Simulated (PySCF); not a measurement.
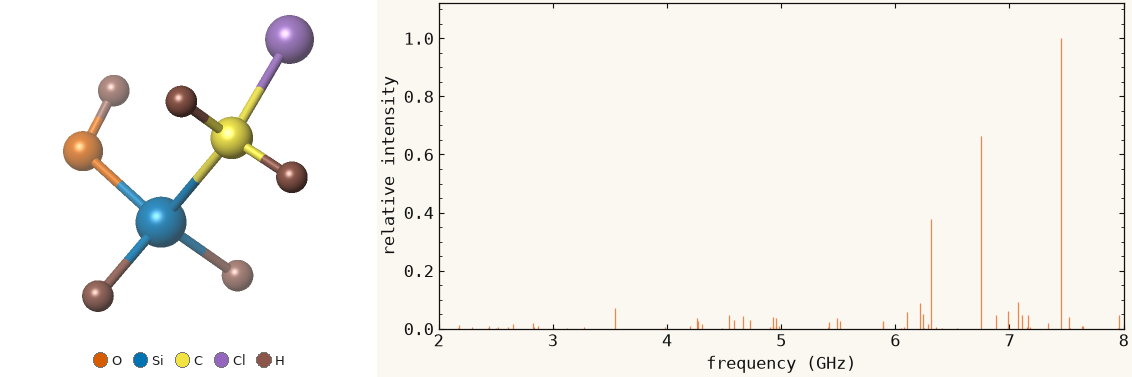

CH₅ClOSi, SMILES O[SiH2]CCl. Simulated rotational absorption lines between 2 and 8 GHz at 10 K: rigid rotor with the equilibrium constants and dipole of one optimised conformer (PBE0-D3(BJ)/def2-SVP, PySCF), commonest isotopes; no centrifugal distortion, hyperfine structure, internal rotation or nuclear-spin weights; lines within 1 MHz of each other are summed.

**What are the rotational constants, and what kind of rotor is it?**

Rotational constants A, B, C = 8.462, 2.573, 2.153 GHz; Ray's κ = −0.87, an asymmetric top on the prolate side.

**Which dipole components drive the lines?**

|μa|, |μb|, |μc| = 0.49, 1.05, 0.29 D; b-type lines carry 86 % of the intensity in this range.

Caveats: coarse grid, loose stop and no frequency check, small forces are noise and the end may be a saddle.
